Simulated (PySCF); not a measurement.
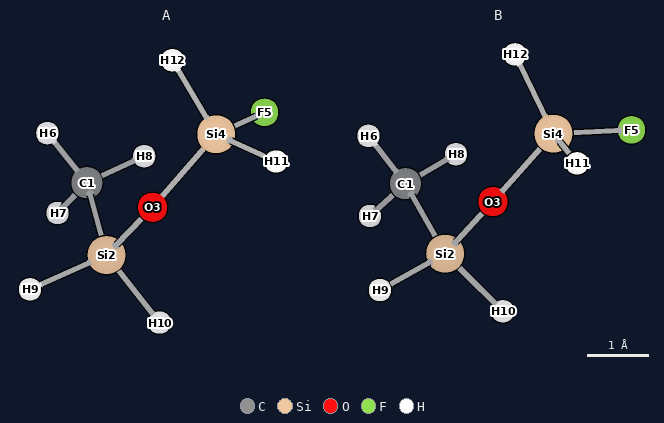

Two geometries of CH$_{7}$FOSi$_{2}$, drawn at one scale. One is the start of a relaxation, the other its converged end. Style: ball-and-stick. Shown from a free direction.

These are results of PBE0-D3(BJ)/def2-SVP geometry optimisation, gas phase (PySCF), not measurements. 

> Which of the two is the end point?

Structure A is the relaxed one. The start comes from GFN2-xTB. Its atoms were then displaced at random by about 0.01 Å. F5 moves most after the best rigid fit: 0.83 Å. Largest moves by element: F 0.83 Å, H 0.63 Å, O 0.30 Å, C 0.22 Å, Si 0.15 Å. Among the contacts that change: Si4–H11 1.414 → 1.483 Å, Si2–O3 1.617 → 1.674 Å, Si2–H10 1.452 → 1.493 Å, Si2–H9 1.456 → 1.491 Å. Among the angles between lasting bonds that change: Si2–O3–Si4 160.4° → 142.4°, H11–Si4–H12 119.9° → 112.6°, H9–Si2–H10 114.2° → 109.1°. Groups turn about O3–Si4 by about 25°. Over 19 geometry steps the energy falls by 0.272 eV. The run took 2.2 min on 1 thread of Intel(R) Xeon(R) Platinum 8259CL CPU @ 2.50GHz (shared host).
